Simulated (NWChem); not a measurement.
**CH3Br (bromomethane): levels of theory compared**

We compute a comparison of 5 runs (HF/def2-SVP, r2SCAN/6-31G, B3LYP/6-31G*, B3LYP/6-311G**) of CH3Br (bromomethane). 

The results are computed with NWChem 7.3.0.

1 further run of the same task is left out (set aside as unsound or not needed).

**1. The molecule**

CH3Br: 5 atoms, total charge 0, spin state singlet. As SMILES, `CBr`. Geometry: relaxed at PBE0-D4/def2-TZVP.

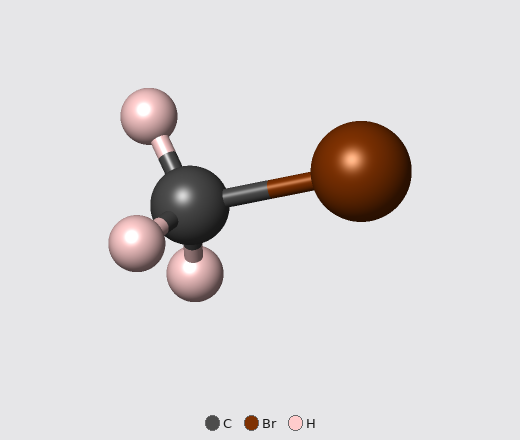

Viewed from a chosen angle; carbon dark grey, bromine brown, hydrogen pink.

**2. Energy and gradient at HF/def2-SVP (run 1)**

The input, mol.nw:

```
start mol
memory total 2200 mb

geometry units angstrom noautosym nocenter noautoz
   C       -0.106300       0.123600       0.088400
   Br       1.001100      -1.164400      -0.833200
   H        0.516500       0.973700       0.351300
   H       -0.506300      -0.354100       0.978000
   H       -0.905000       0.421200      -0.584500
end

basis spherical bse
   C library def2-SVP
   Br library def2-SVP
   H library def2-SVP
end

scf
   thresh 1e-08
   maxiter 80
end

task scf gradient
```

On the command line:

```console
nwchem mol.nw > mol.out
```

Standard output:

```text
[...]
  functions       =    61
[...]
  wavefunction    = RHF
[...]
         Total SCF energy =  -2611.683751407293
      One-electron energy =  -3813.686663616550
      Two-electron energy =   1112.543162515673
 Nuclear repulsion energy =     89.459749693584
        Time for solution =      4.3s
[...]
                         RHF ENERGY GRADIENTS
    atom               coordinates                        gradient
                 x          y          z           x          y          z
   1 C      -0.200878   0.233570   0.167052    0.001411  -0.001742  -0.001330
   2 Br      1.891805  -2.200397  -1.574520   -0.001660   0.001934   0.001388
   3 H       0.976043   1.840026   0.663861    0.001273   0.000882   0.000115
   4 H      -0.956768  -0.669152   1.848152   -0.000254  -0.001096   0.001032
   5 H      -1.710202   0.795953  -1.104545   -0.000771   0.000022  -0.001204
[...]
```

Run time: 6.3 s. Hardware: 1 thread of AMD EPYC 9R45 (Zen 5), shared host; peak memory 0.1 GiB.

**3. Energy and gradient at r2SCAN/6-31G (run 2)**

The input, ch3br.nw:

```
start ch3br
title "CH3Br"
memory stack 880 mb heap 220 mb global 1100 mb
charge 0

geometry units bohr noautosym nocenter noautoz
  C  -0.20087789  0.23357015  0.16705179
  Br  1.89180482 -2.20039710 -1.57451981
  H   0.97604354  1.84002633  0.66386079
  H  -0.95676834 -0.66915202  1.84815215
  H  -1.71020214  0.79595264 -1.10454492
end

basis spherical bse
  C library 6-31G
  Br library 6-31G
  H library 6-31G
end

dft
  xc r2scan
  grid xfine
  convergence energy 1e-08
  maxiter 100
  mulliken
end

task dft gradient
```

On the command line:

```console
nwchem ch3br.nw > ch3br.out
```

Standard output:

```text
[...]
          Wavefunction type:  closed shell.
          No. of atoms     :     5
          No. of electrons :    44
[...]
          Charge           :     0
          Spin multiplicity:     1
[...]
          AO basis - number of functions:    42
[...]
              XC Information
              --------------
                      r^2SCAN Method XC Functional
               r^2SCAN metaGGA Exchange Functional  1.000
                     r^2SCAN Correlation Potential  1.000
[...]
 d= 0,ls=0.0,diis     1  -2613.5941594575 -2.70D+03  2.00D-02  2.06D-01     0.9
[...]
 d= 0,ls=0.0,diis     7  -2613.6196737708 -6.55D-09  7.25D-07  2.80D-10     4.7
         Total DFT energy =    -2613.619673770816
      One electron energy =    -3814.184220887536
           Coulomb energy =     1208.983074437795
    Exchange-Corr. energy =      -97.878270540010
 Nuclear repulsion energy =       89.459743218934
[...]
  wavefunction    = closed shell
                         DFT ENERGY GRADIENTS
    atom               coordinates                        gradient
                 x          y          z           x          y          z
   1 C      -0.200878   0.233570   0.167052    0.009564  -0.011218  -0.008103
   2 Br      1.891805  -2.200397  -1.574520   -0.013376   0.015561   0.011138
   3 H       0.976044   1.840026   0.663861    0.000122  -0.002303  -0.001172
   4 H      -0.956768  -0.669152   1.848152    0.001533  -0.000467  -0.002055
   5 H      -1.710202   0.795953  -1.104545    0.002157  -0.001574   0.000193
[...]
```

It took 7.2 s on 1 thread of AMD EPYC 9R45 (Zen 5), shared host; peak memory 0.12 GiB.

Runs 3 to 4 aren't shown in full; the table further down has their settings and results.

**4. Energy and gradient at B3LYP/6-311G(d,p) (run 5)**

The input, geom.xyz:

```xyz
5

C     -0.106300     0.123600     0.088400
Br     1.001100    -1.164400    -0.833200
H      0.516500     0.973700     0.351300
H     -0.506300    -0.354100     0.978000
H     -0.905000     0.421200    -0.584500
```

The input, geom.nw:

```
echo
start geom
memory stack 880 mb heap 220 mb global 1100 mb

geometry units angstrom noautosym nocenter noautoz
   load format xyz geom.xyz
end

basis spherical bse
   * library 6-311G**
end

dft
   xc b3lyp
   grid xfine
   convergence energy 1e-08
   iterations 100
   mulliken
end

task dft gradient
```

On the command line:

```console
nwchem geom.nw > geom.out
```

Standard output:

```text
[...]
          Wavefunction type:  closed shell.
          No. of atoms     :     5
          No. of electrons :    44
[...]
          Charge           :     0
          Spin multiplicity:     1
[...]
          AO basis - number of functions:    80
[...]
              XC Information
              --------------
                         B3LYP Method XC Potential
                     Hartree-Fock (Exact) Exchange  0.200
                        Slater Exchange Functional  0.800 local
                    Becke 1988 Exchange Functional  0.720 non-local
              Lee-Yang-Parr Correlation Functional  0.810
                  VWN I RPA Correlation Functional  0.190 local
[...]
 d= 0,ls=0.0,diis     1  -2614.0376472765 -2.70D+03  6.36D-03  3.74D+00     1.2
[...]
 d= 0,ls=0.0,diis     8  -2614.0732325209  1.52D-09  1.35D-06  5.34D-08     7.7
         Total DFT energy =    -2614.073232520860
      One electron energy =    -3813.687178852526
           Coulomb energy =     1208.056434099007
    Exchange-Corr. energy =      -97.902237460925
 Nuclear repulsion energy =       89.459749693584
[...]
  wavefunction    = closed shell
                         DFT ENERGY GRADIENTS
    atom               coordinates                        gradient
                 x          y          z           x          y          z
   1 C      -0.200878   0.233570   0.167052    0.004849  -0.005729  -0.004173
   2 Br      1.891805  -2.200397  -1.574520   -0.006125   0.007127   0.005103
   3 H       0.976043   1.840026   0.663861    0.000476  -0.000400  -0.000318
   4 H      -0.956768  -0.669152   1.848152    0.000383  -0.000516  -0.000279
   5 H      -1.710202   0.795953  -1.104545    0.000417  -0.000481  -0.000332
[...]
```

Wall time 11 s (1 thread of AMD EPYC 9R45 (Zen 5), shared host); peak memory 0.13 GiB.

**5. All runs side by side**

```csv
run,level,iteration cap,module,energy (Eh),dipole moment (D),HOMO energy (eV),LUMO energy (eV),wall time
1,HF/def2-SVP,80,scf,-2611.683751,2.08,-10.83,4.08,6.3 s
2,r2SCAN/6-31G,100,dft,-2613.619674,2.15,-6.87,-0.44,7.2 s
3,B3LYP/6-31G* (spherical functions),100,dft,-2613.785911,2.01,–,–,8.1 s
4,B3LYP/6-31G* (Cartesian functions),100,dft,-2613.795178,2.01,-7.56,0.07,9 s
5,B3LYP/6-311G**,100,dft,-2614.073233,1.91,-7.65,-0.23,11 s
```

**6. Results**

| quantity | value |
| --- | --- |
| run 5: total energy | -2614.07323 Eh |
| run 5: dipole moment | 1.91 D |
| run 5: HOMO energy | -7.65 eV |
| run 5: LUMO energy | -0.23 eV |
| run 5: HOMO–LUMO gap | 7.42 eV |
| run 5: largest force on an atom | 0.550 eV/Å |

The dipole moment (its size) runs from 1.91 D (B3LYP/6-311G**) to 2.15 D (r2SCAN/6-31G). The two ends differ in method and basis. Over runs 1, 2, 4, 5 the HOMO–LUMO gap runs from 6.42 eV (r2SCAN/6-31G) to 14.91 eV (HF/def2-SVP). Totals of different functionals can't be ranked against each other. All runs together took 42 s, the longest 11 s.
